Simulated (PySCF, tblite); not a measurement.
# CH₄F₃NOSi₂, a small gas-phase stand-in for a defect centre: NMR shifts, core binding energies and electronic excitations, part 2 of 2

tblite 0.8.0 and PySCF 2.14.0. Atoms count from 0, parts from 1.

## 5. Core-electron binding energies: SCAN, X2C

What the job is given:

```
{"job": {"kind": "xps", "holes": 5}, "charge": 0, "multiplicity": 1}
C      0.268122    -1.180151    -0.183485
N     -0.653334    -0.223415    -0.158315
Si    -2.344196    -0.627003    -0.561826
O      1.495415    -0.710316     0.151017
Si     2.319234     0.639050     0.539485
F      3.002799     0.466424     1.963659
F      1.373804     1.936334     0.601435
F      3.450595     0.913717    -0.542766
H     -0.403542     0.742028     0.100402
H     -3.179070    -0.489368     0.665789
H     -2.809456     0.365281    -1.573102
H     -2.362168    -2.010649    -1.089471
```

Method: delta-SCF UKS SCAN, pcX-2 on the ionised atom, pcseg-1 elsewhere, spin-free X2C.

The log of the run:

```text
ground state, core basis on atom 0 (C), 171 functions
  cycle   1  E = -1050.23727900  |g| = 9.50e-01
  cycle   2  E = -1049.98016591  |g| = 1.56e+00
  cycle   3  E = -1050.38972501  |g| = 1.53e-01
  cycle   4  E = -1050.39297765  |g| = 8.72e-02
  cycle   5  E = -1050.39444793  |g| = 1.74e-02
  cycle   6  E = -1050.39450805  |g| = 7.82e-03
  cycle   7  E = -1050.39452242  |g| = 1.69e-03
  cycle   8  E = -1050.39452419  |g| = 8.59e-04
  cycle   9  E = -1050.39452478  |g| = 1.46e-04
  E(ground) = -1050.45382928 Eh
hole in C 1s of atom 0
  cycle   1  E = -1039.05554228  |g| = 1.48e+00
  cycle   2  E = -1036.51825968  |g| = 2.48e+00
  cycle   3  E = -1039.44109733  |g| = 5.37e-01
  cycle   4  E = -1039.55229144  |g| = 3.73e-01
  cycle   5  E = -1039.58240791  |g| = 2.80e-01
  cycle   6  E = -1039.61036230  |g| = 1.04e-01
  cycle   7  E = -1039.61509352  |g| = 2.73e-02
  cycle   8  E = -1039.61559440  |g| = 8.36e-03
  cycle   9  E = -1039.61574850  |g| = 6.44e-03
  cycle  10  E = -1039.61584650  |g| = 5.03e-03
  cycle  11  E = -1039.61589468  |g| = 2.34e-03
  cycle  12  E = -1039.61590354  |g| = 1.35e-03
  cycle  13  E = -1039.61590505  |g| = 8.36e-04
  cycle  14  E = -1039.61590559  |g| = 1.99e-04
  E(ion) = -1039.67440917 Eh   <S^2> = 0.8669   hole on atom = 1.000   binding energy = 293.323 eV
ground state, core basis on atom 1 (N), 171 functions
  cycle   1  E = -1050.40573262  |g| = 7.35e-02
  cycle   2  E = -1050.40565561  |g| = 2.54e-02
  cycle   3  E = -1050.40549476  |g| = 3.68e-02
  cycle   4  E = -1050.40580819  |g| = 4.69e-03
  cycle   5  E = -1050.40581415  |g| = 1.53e-03
  cycle   6  E = -1050.40581365  |g| = 2.80e-04
  E(ground) = -1050.46306568 Eh
hole in N 1s of atom 1
  cycle   1  E = -1034.76726290  |g| = 1.87e+00
  cycle   2  E = -1033.80360825  |g| = 2.27e+00
  cycle   3  E = -1035.33696220  |g| = 6.05e-01
  cycle   4  E = -1035.36964672  |g| = 5.32e-01
  cycle   5  E = -1035.47601874  |g| = 9.71e-02
  cycle   6  E = -1035.47885762  |g| = 4.36e-02
  cycle   7  E = -1035.47945204  |g| = 1.01e-02
  cycle   8  E = -1035.47948416  |g| = 4.45e-03
  cycle   9  E = -1035.47949262  |g| = 1.45e-03
  cycle  10  E = -1035.47949343  |g| = 7.06e-04
  cycle  11  E = -1035.47949433  |g| = 3.53e-04
  E(ion) = -1035.53474494 Eh   <S^2> = 0.7663   hole on atom = 1.000   binding energy = 406.220 eV
ground state, core basis on atom 2 (Si), 182 functions
  cycle   1  E = -1050.48817621  |g| = 2.88e-01
  cycle   2  E = -1050.48824654  |g| = 4.25e-02
  cycle   3  E = -1050.48822763  |g| = 3.40e-02
  cycle   4  E = -1050.48839470  |g| = 9.61e-03
  cycle   5  E = -1050.48841721  |g| = 1.54e-03
  cycle   6  E = -1050.48841703  |g| = 3.68e-04
  E(ground) = -1050.50575568 Eh
hole in Si 2p of atom 2
  cycle   1  E = -1046.18195379  |g| = 1.23e+00
  cycle   2  E = -1044.86995097  |g| = 1.54e+00
  cycle   3  E = -1045.86810872  |g| = 1.06e+00
  cycle   4  E = -1046.45358004  |g| = 2.62e-01
  cycle   5  E = -1046.47959348  |g| = 2.09e-01
  cycle   6  E = -1046.49858215  |g| = 4.88e-02
  cycle   7  E = -1046.49972733  |g| = 2.10e-02
  cycle   8  E = -1046.49988005  |g| = 1.12e-02
  cycle   9  E = -1046.49992590  |g| = 2.21e-03
  cycle  10  E = -1046.49992830  |g| = 1.19e-03
  cycle  11  E = -1046.49992905  |g| = 3.05e-04
  E(ion) = -1046.52838344 Eh   <S^2> = 0.7518   hole on atom = 1.003   binding energy = 108.230 eV
  2p3/2 = 107.988 eV   2p1/2 = 108.612 eV
ground state, core basis on atom 3 (O), 171 functions
  cycle   1  E = -1050.42576790  |g| = 1.08e-01
  cycle   2  E = -1050.42386100  |g| = 1.20e-01
  cycle   3  E = -1050.42579659  |g| = 6.10e-02
  cycle   4  E = -1050.42644150  |g| = 1.26e-02
  cycle   5  E = -1050.42647872  |g| = 3.70e-03
  cycle   6  E = -1050.42648006  |g| = 3.98e-04
  E(ground) = -1050.48279840 Eh
hole in O 1s of atom 3
  cycle   1  E = -1029.76037654  |g| = 2.23e+00
  cycle   2  E = -1028.89635703  |g| = 2.41e+00
  cycle   3  E = -1030.36953352  |g| = 7.15e-01
  cycle   4  E = -1030.41657417  |g| = 6.08e-01
  cycle   5  E = -1030.58344558  |g| = 1.15e-01
  cycle   6  E = -1030.58734026  |g| = 6.85e-02
  cycle   7  E = -1030.58892624  |g| = 8.62e-03
  cycle   8  E = -1030.58895436  |g| = 2.55e-03
  cycle   9  E = -1030.58895894  |g| = 1.37e-03
  cycle  10  E = -1030.58896100  |g| = 7.02e-04
  cycle  11  E = -1030.58896203  |g| = 4.09e-04
  E(ion) = -1030.64696918 Eh   <S^2> = 0.7641   hole on atom = 1.000   binding energy = 539.760 eV
ground state, core basis on atom 4 (Si), 182 functions
  cycle   1  E = -1050.52405240  |g| = 3.18e-01
  cycle   2  E = -1050.51836557  |g| = 2.28e-01
  cycle   3  E = -1050.52069262  |g| = 1.86e-01
  cycle   4  E = -1050.52695082  |g| = 4.53e-02
  cycle   5  E = -1050.52735664  |g| = 1.05e-02
  cycle   6  E = -1050.52737620  |g| = 1.50e-03
  cycle   7  E = -1050.52737618  |g| = 6.91e-04
  cycle   8  E = -1050.52737723  |g| = 1.65e-04
  E(ground) = -1050.54492732 Eh
hole in Si 2p of atom 4
  cycle   1  E = -1046.12948383  |g| = 1.24e+00
  cycle   2  E = -1045.07968242  |g| = 1.65e+00
  cycle   3  E = -1046.13447538  |g| = 7.33e-01
  cycle   4  E = -1046.41971396  |g| = 1.63e-01
  cycle   5  E = -1046.41966010  |g| = 1.73e-01
  cycle   6  E = -1046.43286564  |g| = 5.32e-02
  cycle   7  E = -1046.43391102  |g| = 2.00e-02
  cycle   8  E = -1046.43405459  |g| = 7.11e-03
  cycle   9  E = -1046.43407417  |g| = 2.08e-03
  cycle  10  E = -1046.43407517  |g| = 9.85e-04
  cycle  11  E = -1046.43407650  |g| = 1.49e-04
  E(ion) = -1046.46435754 Eh   <S^2> = 0.7518   hole on atom = 1.003   binding energy = 111.038 eV
  2p3/2 = 110.847 eV   2p1/2 = 111.473 eV
```

Wall time 36 s (1 thread of Arm Neoverse V2, shared host); peak memory 0.66 GiB.

Binding energies by hole, beside the orbital energy of the ground state; the difference holds orbital relaxation and, for a density functional, its self-interaction error:

```csv
hole,stands for,environment,ΔSCF (eV; 2p as the shell's mean),−ε (eV),⟨S²⟩
C1s on C0,C0,"carbon bonded to N, O",293.32 (doubtful),276.1,0.867
N1s on N1,N1,"nitrogen bonded to C, Si, H",406.22,387.4,0.766
Si2p on Si2,Si2,"silicon bonded to N, 3 H",108.20,97.2,0.752
O1s on O3,O3,"oxygen bonded to C, Si",539.76,518.3,0.764
Si2p on Si4,Si4,"silicon bonded to 3 F, O",111.06,99.8,0.752
```

Doubtful: the ion did not converge, its hole moved, or its ⟨S²⟩ is well above 0.75.

With the spin-orbit splitting: Si2 2p3/2 107.99, 2p1/2 108.61 eV; Si4 2p3/2 110.85, 2p1/2 111.47 eV. The table gives each 2p level as the mean over the whole 2p shell (two parts 2p3/2, one part 2p1/2), which differs a little from the single hole in the log.

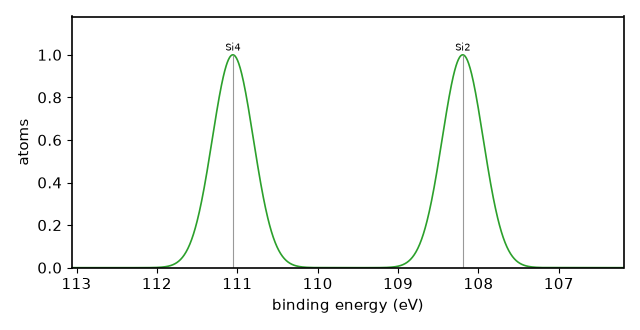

The Si2p photoelectron lines, weighted by the number of atoms. Lines are broadened to a width of 0.60 eV (Gaussian).

## 6. TDDFT and polarisability: CAM-B3LYP/def2-SVPD

Same as in step 5 but for these lines:

```diff
@@ -1,2 +1,2 @@
-{"job": {"kind": "xps", "holes": 5}, "charge": 0, "multiplicity": 1}
+{"job": {"kind": "uv", "xc": "CAM-B3LYP", "basis": "def2-SVPD", "nstates": 6, "ntriplets": 2, "ip": true}, "charge": 0, "multiplicity": 1}
 C      0.268122    -1.180151    -0.183485
```

Level: TDDFT CAM-B3LYP/def2-SVPD, vertical, gas phase, core orbitals frozen in the response.

The log of the run:

```text
coarse grid: 12224 points
cycle   1  E = -1048.2589929811  dE =  8.789e-01  |g| = 9.482e-01  |ddm| = 5.028e+00
cycle   2  E = -1048.2198960294  dE =  3.910e-02  |g| = 1.126e+00  |ddm| = 2.985e+00
cycle   3  E = -1048.4223834873  dE = -2.025e-01  |g| = 7.550e-02  |ddm| = 1.160e+00
cycle   4  E = -1048.4232532135  dE = -8.697e-04  |g| = 4.109e-02  |ddm| = 1.642e-01
cycle   5  E = -1048.4235673752  dE = -3.142e-04  |g| = 1.330e-02  |ddm| = 5.603e-02
cycle   6  E = -1048.4236057542  dE = -3.838e-05  |g| = 2.060e-03  |ddm| = 2.575e-02
cycle   7  E = -1048.4236070245  dE = -1.270e-06  |g| = 9.700e-04  |ddm| = 6.088e-03
final grid: 113560 points
cycle   8  E = -1048.5596537281  dE = -1.928e-05  |g| = 3.542e-03  |ddm| = 4.308e-02
cycle   9  E = -1048.5596525244  dE =  1.204e-06  |g| = 4.468e-03  |ddm| = 8.489e-03
cycle  10  E = -1048.5596561711  dE = -3.647e-06  |g| = 3.004e-04  |ddm| = 3.739e-03
cycle  11  E = -1048.5596561851  dE = -1.408e-08  |g| = 2.108e-04  |ddm| = 5.814e-04
cycle  12  E = -1048.5596561939  dE = -8.754e-09  |g| = 4.151e-05  |ddm| = 2.650e-04
cycle  13  E = -1048.5596561942  dE = -3.565e-10  |g| = 1.181e-05  |ddm| = 7.135e-05
converged SCF energy = -1048.5596561942

Static polarisability (au): isotropic 73.323, principal 60.507 68.757 90.707

Singlet excitations
state   eV       nm        f      main configurations
  1   4.4301    279.9   0.01176   H->L 0.86, H->L+1 0.11
  2   6.1831    200.5   0.04571   H->L+1 0.80, H->L 0.10
  3   6.6183    187.3   0.04342   H->L+2 0.88
  4   7.1384    173.7   0.01279   H->L+3 0.83
  5   7.2042    172.1   0.00975   H->L+4 0.79, H->L+3 0.09
  6   7.2704    170.5   0.01407   H->L+5 0.84

Triplet excitations (Tamm-Dancoff, eV): 2.6596 5.7774
Vertical ionisation energy (delta-SCF) = 9.1528 eV
```

It took 72 s on 1 thread of Arm Neoverse V2, shared host; peak memory 1.1 GiB.

Frontier orbitals and where they lie:

```csv
orbital,eV,atoms
HOMO−3,-12.35,"Si2 28 %, N1 17 %, H9 16 %"
HOMO−2,-11.79,"Si2 41 %, H11 31 %, H10 14 %"
HOMO−1,-10.64,"N1 36 %, Si2 17 %, O3 14 %"
HOMO,-8.30,"C0 61 %, O3 17 %, N1 12 %"
LUMO,0.42,"C0 44 %, N1 19 %, O3 13 %"
LUMO+1,0.43,"Si4 40 %, C0 9 %, F6 9 %"
LUMO+2,1.01,"Si2 35 %, Si4 10 %, H10 10 %"
```

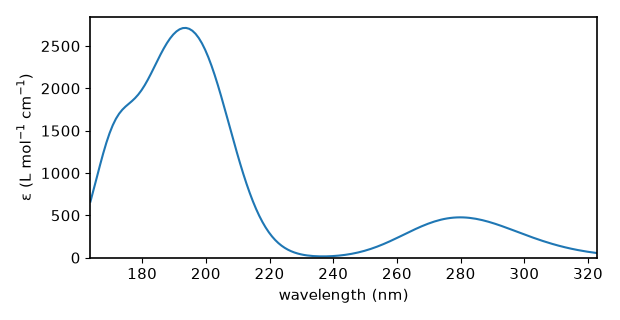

Absorption spectrum: each of the 6 states is a Gaussian band of 0.4 eV half-width at 1/e. Beyond the last state computed it falls off for lack of states.

Ground-state properties from the same run:

```csv
property,computed
dipole moment (D),2.99
polarisability (Å³),10.87
HOMO–LUMO gap (eV),8.71
−ε(HOMO) (eV),8.30
```

## 7. Outcome

The summary covers parts 1 to 2.

```
                                quantity                        value
                             point group                           C1
    rotational constants (main isotopes)         3.35, 0.63, 0.62 GHz
  13C shifts against TMS (PBE0/pcSseg-1)                    310.0 ppm
   1H shifts against TMS (PBE0/pcSseg-1)   6.98, 5.26, 4.81, 4.78 ppm
  15N shifts against NH3 (PBE0/pcSseg-1)                    184.6 ppm
 29Si shifts against TMS (PBE0/pcSseg-1)            -44.3, -105.5 ppm
  17O shifts against H2O (PBE0/pcSseg-1)                    228.7 ppm
19F shifts against CFCl3 (PBE0/pcSseg-1)   -143.1, -152.0, -152.2 ppm
       Si2p binding energies, SCAN/pcX-2    Si4 111.06, Si2 108.20 eV
        N1s binding energies, SCAN/pcX-2                 N1 406.22 eV
        O1s binding energies, SCAN/pcX-2                 O3 539.76 eV
    lowest singlet (CAM-B3LYP/def2-SVPD)  4.43 eV (280 nm), f = 0.012
brightest single state of those computed  state 2, 6.18 eV, f = 0.046
                          lowest triplet                      2.66 eV
       vertical ionisation energy (ΔSCF)                      9.15 eV
```

In words: The start of the PBE0/def2-SVP relaxation was shaken at random by about 0.01 Å, so part of the energy gained, and of the first lengths quoted, undoes that. Relaxing lowered the energy by 0.302 eV in 21 steps; the close pair that moved most is O3–Si4, from 1.563 to 1.628 Å (PBE0/def2-SVP). No frequency check was run at this level, so the end point may be a saddle. Hydrogens of an XH3 group are listed apart at this fixed geometry; free rotation makes them one line at their mean. At PBE0/pcSseg-1: The largest span, 526 ppm, is at C0, where the paramagnetic term is -370 ppm. At SCAN/pcX-2: Si4 (silicon bonded to 3 F, O) binds its Si2p electron 2.86 eV more tightly than Si2 (silicon bonded to N, 3 H). The lowest singlet, at 4.43 eV, is HOMO→LUMO 0.86, HOMO→LUMO+1 0.11 and is weak; of the 6 states computed, the strongest absorption comes from state 2 at 6.18 eV. The lowest triplet lies 1.77 eV below the lowest singlet (triplets in Tamm-Dancoff, singlets in full TDDFT). ΔSCF puts the ionisation energy at 9.15 eV, 0.86 eV above −ε(HOMO). A capped cluster stands for the solid here, so long-range fields and strain are missing, and bands or shifts of the capping hydrogens have no counterpart in it.
